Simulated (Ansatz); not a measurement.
Breaking a bond: AlH (anion, charge -1), lowest doublet found (which spin is the ground state isn't settled by this scan).

- UKS-PBE0 = unrestricted PBE0/aug-cc-pVTZ run with Ansatz (a first-principles code)
- UKS-PBE = Ansatz with unrestricted PBE/aug-cc-pVTZ
- ROCCSD(T) = CCSD(T) on ROHF/aug-cc-pVTZ, frozen core in Ansatz
- UCCSD(T) = CCSD(T) on UHF/aug-cc-pVTZ, frozen core run with Ansatz
- UKS-BLYP = unrestricted BLYP/aug-cc-pVTZ in Ansatz
- ROCCSDT(Q) = CCSDT(Q)/B on ROHF/aug-cc-pVTZ, frozen core (Ansatz)
- FCI = Ansatz with full CI/aug-cc-pVTZ, frozen core

Cost and agreement with FCI over the 22 points of the scan, with FCI as yardstick. Costs are rough ratios of core time within Ansatz on shared cores, each with its mean field (Kohn-Sham runs search longer for lower solutions than correlated ones do); the miss is the largest difference from FCI of the curve after the mean shift, in kJ/mol.

**Question.** Which of them comes closest to FCI within 4 times the cost of the cheapest?

**Answer.** ROCCSD(T), 1.2 kJ/mol off at most.

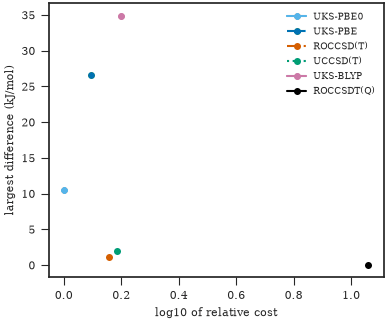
Fig. 1. Miss against cost, one point a level.

```
level       relative cost  largest difference
----------  -------------  ------------------
UKS-PBE0                1                10.5
UKS-PBE                 1                26.6
ROCCSD(T)               1                 1.2
UCCSD(T)                2                 2.0
UKS-BLYP                2                34.9
ROCCSDT(Q)             10                 0.0
```

Costs within a factor of two of each other count as equal.

The unrestricted determinant behind UKS-PBE0 is spin-contaminated at 3.82 to 5.18 Å (<S²> up to 1.2, against 0.75 for a pure doublet). Where the anion isn't bound against loss of the electron, the finite basis alone holds it. The unrestricted determinant behind UKS-PBE is spin-contaminated at 3.82 to 5.18 Å (<S²> up to 1.1, against 0.75 for a pure doublet). The T1 diagnostic of CCSD on the restricted reference of ROCCSD(T), ROCCSDT(Q) exceeds 0.045 at 3.38 to 5.18 Å. The unrestricted determinant behind UCCSD(T) is spin-contaminated at 1.10 to 1.80, 2.99 to 5.18 Å (<S²> up to 1.7, against 0.75 for a pure doublet). The unrestricted determinant behind UKS-BLYP is spin-contaminated at 4.38 to 5.18 Å (<S²> up to 1.1, against 0.75 for a pure doublet).
